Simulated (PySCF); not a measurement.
SMILES OC(c1ccccc1[SiH3])=O at its GFN2-xTB optimised geometry (Å):

```
18

O     -0.7582    -2.8535    -0.0014
C     -1.3707    -1.8039     0.0018
O     -2.7072    -1.7819     0.0079
C     -0.7159    -0.4975     0.0000
C     -1.4500     0.6875    -0.0016
C     -0.7859     1.8974    -0.0027
C      0.6019     1.9186    -0.0013
C      1.3198     0.7352     0.0000
C      0.6817    -0.4975     0.0000
Si     1.6433    -2.1307    -0.0028
H     -3.0498    -2.6900     0.0079
H     -2.5286     0.6464    -0.0022
H     -1.3431     2.8225    -0.0046
H      1.1232     2.8653    -0.0015
H      2.3995     0.7660     0.0008
H      1.4536    -2.8588    -1.2515
H      3.0498    -1.6719    -0.0022
H      1.4541    -2.8653     1.2420
```

Calculation: PBE/def2-SVP in PySCF. Cells within 0.4 Å of a nucleus heavier than hydrogen are left out (blank, or x).

Map of the HOMO amplitude (bohr^(-3/2)), clipped to [-0.25, 0.25] on the plane z = 0.0 Å; orbital energy -6.45 eV, overall sign arbitrary:

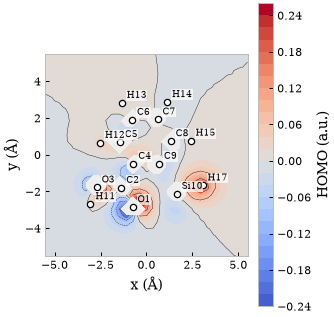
*HOMO amplitude (bohr^(-3/2)), clipped to [-0.25, 0.25] on the plane z = 0.0 Å.*
